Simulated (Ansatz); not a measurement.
# C3H4F4O (2,2,3,3-tetrafluoro-1-propanol): B3LYP/6-31G(d) (spherical functions)

What is the electronic atomisation energy of C3H4F4O (2,2,3,3-tetrafluoro-1-propanol) at B3LYP/6-31G* (spherical functions)? 

The calculation is run with Ansatz 0.2.0.

57 further runs of the same task are left out: 1 that didn't finish, 56 set aside as unsound or not needed. Runs told in other sessions of the task aren't counted.

## (1) Starting point

C3H4F4O has 12 atoms, charge 0, and is taken as a singlet. SMILES: `OCC(F)(F)C(F)F`. Geometry: relaxed at PBE0-D4/def2-TZVP. This is one conformer, not always the lowest.

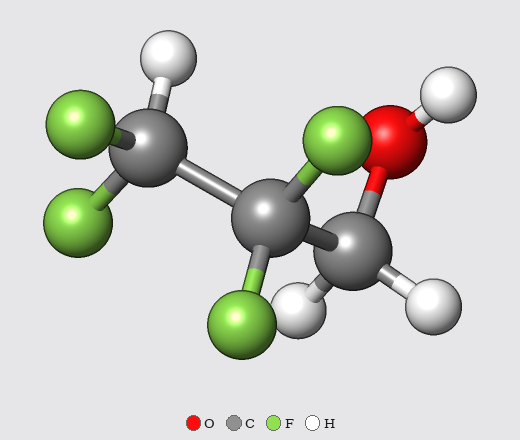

Viewed from a chosen angle; oxygen red, carbon grey, fluorine green, hydrogen white.

## (2) The energy at B3LYP/6-31G(d) (spherical functions)

File job.yaml:

```yaml
crystal:
  periodic: [false, false, false]
  atoms:
    - symbol: O
      position_ang: [0.219400, 1.742740, -0.684260]
    - symbol: C
      position_ang: [0.950080, 0.567630, -0.464620]
    - symbol: C
      position_ang: [0.229850, -0.361420, 0.491610]
    - symbol: F
      position_ang: [0.994010, -1.447260, 0.725190]
    - symbol: F
      position_ang: [0.046940, 0.280610, 1.679320]
    - symbol: C
      position_ang: [-1.151250, -0.804240, 0.004940]
    - symbol: F
      position_ang: [-1.008330, -1.466360, -1.163620]
    - symbol: F
      position_ang: [-1.702680, -1.640700, 0.901800]
    - symbol: H
      position_ang: [0.219230, 2.257150, 0.128140]
    - symbol: H
      position_ang: [1.946670, 0.753620, -0.046450]
    - symbol: H
      position_ang: [1.066080, 0.063840, -1.424720]
    - symbol: H
      position_ang: [-1.810000, 0.054390, -0.147350]
basis:
  gaussian: {orbitals: 6-31G_st_-spherical.json}
hamiltonian: {xc: {name: B3LYP}}
output: {orbitals: {seedname: orbitals}}
accuracy: high
```

The basis set 6-31G* is read from a file made from the Basis Set Exchange's data (not shown).

The run is started by

```
$ ansatz run job.yaml --threads 1 --pin off --max-ram 3480MiB --events-out events.jsonl --progress --plain --runs-dir runs
```

Standard output:

```text
Warning: RAYON_NUM_THREADS=1 ignored (pool sized by the plan → 1); use --threads N
Functional definition: B3LYP
  name "B3LYP"
  parameter a0 = 0.2
  parameter ax = 0.72
  parameter ac = 0.81
  exchange = (1 - a0 - ax)*slater_x + ax*b88_x + a0*exact_x
  correlation = (1 - ac)*vwn_rpa_c + ac*lyp_c
2883 factors; integrals over basis functions are off by at most 5.0e-9 eV
mean field evaluation 1: about -16084.3701 eV, gradient 5.5e1 eV
mean field evaluation 2: about -16080.4952 eV, gradient 7.4e1 eV
mean field evaluation 4: about -16089.2435 eV, gradient 2.1e0 eV
mean field evaluation 8: about -16089.5713 eV, gradient 3.1e-1 eV
mean field evaluation 16: about -16089.5714 eV, gradient 4.5e-5 eV
mean field -16089.57144038 eV, -591.2808445308 hartree, gradient 7.5e-8 eV, S^2 0.000000; 0 other end points of the search recorded, 0 dependent functions left out
reference -16089.57147127 eV, -591.2808456660 hartree; 33, 33 occupied and 87, 87 virtual orbitals, 2883 factors
Total energy: -16089.57147127 eV, -591.2808456660 hartree
```

It took 18 s on 1 thread of Arm Neoverse V1, shared host; peak memory 0.55 GiB.

## (3) The C atom, same level

File job.yaml:

```yaml
basis:
  gaussian: {orbitals: 6-31G_st_-spherical.json}
crystal:
  periodic: [false, false, false]
  atoms:
    - {symbol: C, position_ang: [0.000000, 0.000000, 0.000000]}
magnetization: {spin_polarized: true, initial_magnetization: 2}
hamiltonian: {xc: {name: B3LYP}}
accuracy: high
```

The basis set 6-31G* is read from a file made from the Basis Set Exchange's data (not shown).

Run the same way, it converges to -37.84469 Eh (log not shown).

## (4) The F atom

File job.yaml:

```yaml
basis:
  gaussian: {orbitals: 6-31G_st_-spherical.json}
crystal:
  periodic: [false, false, false]
  atoms:
    - {symbol: F, position_ang: [0.000000, 0.000000, 0.000000]}
magnetization: {spin_polarized: true, initial_magnetization: 1}
hamiltonian: {xc: {name: B3LYP}}
accuracy: high
```

The basis set 6-31G* is read from a file made from the Basis Set Exchange's data (not shown).

Run the same way, it converges to -99.71458 Eh (log not shown).

## (5) The H atom

File run.yaml:

```yaml
crystal:
  periodic: [false, false, false]
  atoms:
    - {symbol: H, position_ang: [0.000000, 0.000000, 0.000000]}
basis:
  gaussian:
    orbitals: "6-31G*"
magnetization:
  spin_polarized: true
  initial_magnetization: 1
hamiltonian:
  xc: {name: B3LYP}
accuracy: high
```

Run the same way, it converges to -0.50027 Eh (log not shown).

## (6) The O atom

File molecule.yaml:

```yaml
basis:
  gaussian: {orbitals: 6-31G_st_-spherical.json}
crystal:
  periodic: [false, false, false]
  atoms:
    - {symbol: O, position_ang: [0.000000, 0.000000, 0.000000]}
magnetization: {spin_polarized: true, initial_magnetization: 2}
hamiltonian: {xc: {name: B3LYP}}
accuracy: high
```

The basis set 6-31G* is read from a file made from the Basis Set Exchange's data (not shown).

Run the same way, it converges to -75.05940 Eh (log not shown).

## (7) What came out

Level: B3LYP/6-31G* (spherical functions).

| quantity | value |
| --- | --- |
| molecule: total energy | -591.28085 Eh |
| molecule: HOMO energy | -8.01 eV |
| molecule: LUMO energy | 1.57 eV |
| molecule: HOMO–LUMO gap | 9.58 eV |
| C atom: total energy | -37.84469 Eh |
| C atom: ⟨S²⟩ | 2.002 |
| F atom: total energy | -99.71458 Eh |
| F atom: ⟨S²⟩ | 0.751 |
| H atom: total energy | -0.50027 Eh |
| H atom: ⟨S²⟩ | 0.750 |
| O atom: total energy | -75.05940 Eh |
| O atom: ⟨S²⟩ | 2.002 |
| electronic atomisation energy | 49.741 eV |

Taking the molecule apart into free atoms costs 49.74 eV (4799 kJ/mol), before zero-point energy and without spin-orbit coupling.
